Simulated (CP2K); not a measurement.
# PBE/DZVP-MOLOPT-SR-GTH (core potential) run of [SiCl3]+ (SMILES Cl[Si+](Cl)Cl)

What is the energy change on altering one bond length of [SiCl3]+ at PBE/DZVP-MOLOPT-SR-GTH (core potential)? 

The calculation is run with CP2K 2026.2.

1 further run of the same task is left out (set aside as unsound or not needed).

**1. The molecule**

The species is [SiCl3]+ (4 atoms), meant as a singlet with charge +1. SMILES: `Cl[Si+](Cl)Cl`. The coordinates come from a PBE0-D4/def2-TZVP relaxation.

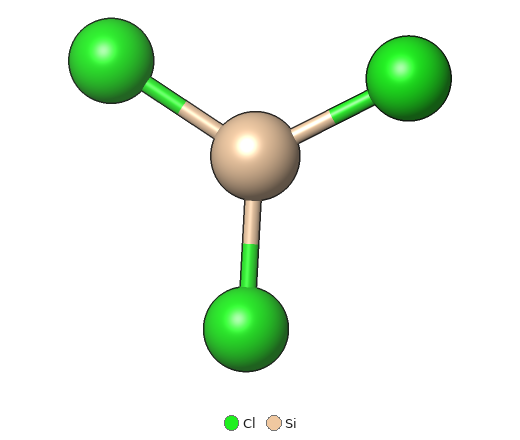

The structure, seen from a chosen angle (chlorine green, silicon light orange).

**2. A single-point energy at PBE/DZVP-MOLOPT-SR-GTH (core potential)**

Contents of molecule.inp:

```
&FORCE_EVAL
 METHOD QS
 &DFT
  BASIS_SET_FILE_NAME BASIS_MOLOPT
  POTENTIAL_FILE_NAME GTH_POTENTIALS
  CHARGE 1
  &QS
   METHOD GPW
   EPS_DEFAULT 1.0E-10
  &END QS
  &MGRID
   CUTOFF 400
   REL_CUTOFF 50
   NGRIDS 4
  &END MGRID
  &POISSON
   PERIODIC NONE
   POISSON_SOLVER MULTIPOLE
  &END POISSON
  &SCF
   SCF_GUESS ATOMIC
   EPS_SCF 1.0E-06
   MAX_SCF 100
   ADDED_MOS 3
   &DIAGONALIZATION
    ALGORITHM STANDARD
   &END DIAGONALIZATION
   &MIXING
    METHOD BROYDEN_MIXING
    ALPHA 0.4
    NBUFFER 8
   &END MIXING
  &END SCF
  &XC
   &XC_FUNCTIONAL PBE
   &END XC_FUNCTIONAL
  &END XC
  &PRINT
   &MOMENTS
    PERIODIC F
    REFERENCE COM
    MAX_MOMENT 1
   &END MOMENTS
   &MO ON
    ENERGIES T
    OCCUPATION_NUMBERS T
    NDIGITS 6
    &EACH
     QS_SCF 0
    &END EACH
    ADD_LAST NUMERIC
   &END MO
   &HIRSHFELD OFF
   &END HIRSHFELD
  &END PRINT
 &END DFT
 &SUBSYS
  &CELL
   ABC 10.3 9 9.4
   PERIODIC NONE
  &END CELL
  &COORD
   Cl    -1.556000    -0.622300     0.990900
   Si     0.000000    -0.000100    -0.000100
   Cl     1.772000    -0.669600     0.449500
   Cl    -0.216000     1.292000    -1.440300
  &END COORD
  &TOPOLOGY
   &CENTER_COORDINATES
   &END CENTER_COORDINATES
  &END TOPOLOGY
  &KIND Cl
   BASIS_SET DZVP-MOLOPT-SR-GTH-q7
   POTENTIAL GTH-PBE-q7
  &END KIND
  &KIND Si
   BASIS_SET DZVP-MOLOPT-SR-GTH-q4
   POTENTIAL GTH-PBE-q4
  &END KIND
 &END SUBSYS
&END FORCE_EVAL
&GLOBAL
 PROJECT_NAME molecule
 RUN_TYPE ENERGY
 PRINT_LEVEL MEDIUM
&END GLOBAL
```

Command:

```sh
OMP_NUM_THREADS=1 cp2k.psmp molecule.inp > molecule.out
```

What it wrote (excerpt; [...] marks lines left out):

```text
CP2K| version string:                                       CP2K version 2026.2
[...]
 GLOBAL| Method name                                                        CP2K
[...]
 GLOBAL| Run type                                                         ENERGY
[...]
 DFT| Spin restricted Kohn-Sham (RKS) calculation                            RKS
 DFT| Multiplicity                                                             1
[...]
 DFT| Charge                                                                   1
[...]
 FUNCTIONAL| PBE:
 QS| Method:                                                                 GPW
[...]
 QS| Density cutoff [a.u.]:                                                200.0
[...]
 QS| Relative density cutoff [a.u.]:                                        25.0
[...]
                             - Atoms:                                          4
[...]
                             - Spherical basis functions:                     52
[...]
 Number of electrons:                                                         24
[...]
     1 NoMix/Diag. 0.40E+00    0.9     1.11277768       -48.4373233874 -4.84E+01
[...]
    15 Broy./Diag. 0.40E+00    1.1     0.00000058       -48.6608174425  6.90E-06
  *** SCF run converged in    15 steps ***
[...]
  Overlap energy of the core charge distribution:               0.00000002172104
  Self energy of the core charge distribution:               -111.39929582023881
  Core Hamiltonian energy:                                     25.17017477341310
  Hartree energy:                                              47.23844364301019
  Exchange-correlation energy:                                 -9.67014006044016
  Total energy:                                               -48.66081744253464
[...]
                     Mulliken Population Analysis
 #  Atom  Element  Kind  Atomic population                           Net charge
       1     Cl       1          6.806464                              0.193536
       2     Si       2          3.582424                              0.417576
       3     Cl       1          6.805267                              0.194733
       4     Cl       1          6.805845                              0.194155
 # Total charge                             24.000000                  1.000000
[...]
  Dipole moment [Debye]
    X=  0.5689204E-02 Y=  0.9775329E-02 Z= -0.1278214E-01  Total=      0.0170677
 ENERGY| Total FORCE_EVAL ( QS ) energy [hartree]            -48.660817442534643
[...]
```

Run time: 18 s. Hardware: 1 thread of Arm Neoverse V2, shared host; peak memory 1.3 GiB.

**3. The distorted shape**

Contents of molecule.xyz:

```xyz
4

Cl    -1.523602    -0.816105     1.206918
Si     0.032398    -0.193905     0.215918
Cl     1.804398    -0.863405     0.665518
Cl    -0.216000     1.292000    -1.440300
```

Contents of mol.inp:

```
&GLOBAL
    PROJECT_NAME mol
    RUN_TYPE ENERGY
    PRINT_LEVEL MEDIUM
&END GLOBAL

&FORCE_EVAL
    METHOD Quickstep
    &DFT
        BASIS_SET_FILE_NAME BASIS_MOLOPT
        POTENTIAL_FILE_NAME GTH_POTENTIALS
        CHARGE 1
        &QS
            METHOD GPW
            EPS_DEFAULT 1.0E-10
        &END QS
        &MGRID
            CUTOFF 400
            REL_CUTOFF 50
            NGRIDS 4
        &END MGRID
        &POISSON
            PERIODIC NONE
            POISSON_SOLVER MULTIPOLE
        &END POISSON
        &SCF
            SCF_GUESS ATOMIC
            EPS_SCF 1.0E-06
            MAX_SCF 80
            ADDED_MOS 5
            &DIAGONALIZATION
                ALGORITHM STANDARD
            &END DIAGONALIZATION
            &MIXING
                METHOD PULAY_MIXING
                ALPHA 0.2
                NBUFFER 4
            &END MIXING
        &END SCF
        &XC
            &XC_FUNCTIONAL PBE
            &END XC_FUNCTIONAL
        &END XC
        &PRINT
            &MOMENTS
                PERIODIC F
                REFERENCE COM
                MAX_MOMENT 1
            &END MOMENTS
            &MO ON
                ENERGIES T
                OCCUPATION_NUMBERS T
                NDIGITS 6
                &EACH
                    QS_SCF 0
                &END EACH
                ADD_LAST NUMERIC
            &END MO
            &HIRSHFELD OFF
            &END HIRSHFELD
        &END PRINT
    &END DFT
    &SUBSYS
        &CELL
            ABC 10.3 9.2 9.6
            PERIODIC NONE
        &END CELL
        &TOPOLOGY
            COORD_FILE_NAME molecule.xyz
            COORD_FILE_FORMAT XYZ
            &CENTER_COORDINATES
            &END CENTER_COORDINATES
        &END TOPOLOGY
        &KIND Cl
            BASIS_SET DZVP-MOLOPT-SR-GTH-q7
            POTENTIAL GTH-PBE-q7
        &END KIND
        &KIND Si
            BASIS_SET DZVP-MOLOPT-SR-GTH-q4
            POTENTIAL GTH-PBE-q4
        &END KIND
    &END SUBSYS
&END FORCE_EVAL
```

Command:

```sh
OMP_NUM_THREADS=1 cp2k.psmp -i mol.inp > mol.out 2>&1
```

What it wrote (excerpt; [...] marks lines left out):

```text
CP2K| version string:                                       CP2K version 2026.2
[...]
 GLOBAL| Method name                                                        CP2K
[...]
 GLOBAL| Run type                                                         ENERGY
[...]
 DFT| Spin restricted Kohn-Sham (RKS) calculation                            RKS
 DFT| Multiplicity                                                             1
[...]
 DFT| Charge                                                                   1
[...]
 FUNCTIONAL| PBE:
 QS| Method:                                                                 GPW
[...]
 QS| Density cutoff [a.u.]:                                                200.0
[...]
 QS| Relative density cutoff [a.u.]:                                        25.0
[...]
                             - Atoms:                                          4
[...]
                             - Spherical basis functions:                     52
[...]
 Number of electrons:                                                         24
[...]
     1 NoMix/Diag. 0.20E+00    0.9     1.10724094       -48.3776082363 -4.84E+01
[...]
    20 Pulay/Diag. 0.20E+00    1.0     0.00000036       -48.6377107047 -6.95E-07
  *** SCF run converged in    20 steps ***
[...]
  Overlap energy of the core charge distribution:               0.00000001449394
  Self energy of the core charge distribution:               -111.39929582023881
  Core Hamiltonian energy:                                     24.94490638852294
  Hartree energy:                                              47.40871325718100
  Exchange-correlation energy:                                 -9.59203454466112
  Total energy:                                               -48.63771070470204
[...]
                     Mulliken Population Analysis
 #  Atom  Element  Kind  Atomic population                           Net charge
       1     Cl       1          6.779457                              0.220543
       2     Si       2          3.516965                              0.483035
       3     Cl       1          6.778372                              0.221628
       4     Cl       1          6.925205                              0.074795
 # Total charge                             24.000000                  1.000000
[...]
  Dipole moment [Debye]
    X=  0.1484331E+00 Y= -0.8446606E+00 Z=  0.9364485E+00  Total=      1.2698109
 ENERGY| Total FORCE_EVAL ( QS ) energy [hartree]            -48.637710704702044
[...]
```

It took 21 s on 1 thread of Arm Neoverse V2, shared host; peak memory 1 GiB.

**4. What came out**

At PBE/DZVP-MOLOPT-SR-GTH (core potential):

```
                                                           quantity         value
                                          first shape: total energy  -48.66082 Eh
                                           first shape: HOMO energy     -14.02 eV
                                           first shape: LUMO energy      -9.20 eV
                                         first shape: HOMO–LUMO gap       4.82 eV
                                      distorted shape: total energy  -48.63771 Eh
                                       distorted shape: HOMO energy     -13.54 eV
                                       distorted shape: LUMO energy      -9.88 eV
                                     distorted shape: HOMO–LUMO gap       3.67 eV
energy change with the Si2–Cl4 bond stretched from 1.947 to 2.239 Å      0.629 eV
```

In words: With the Si2–Cl4 bond stretched from 1.947 to 2.239 Å the energy rises by 0.63 eV (14.5 kcal/mol). The first shape isn't relaxed at this level, so the change isn't measured from a minimum.
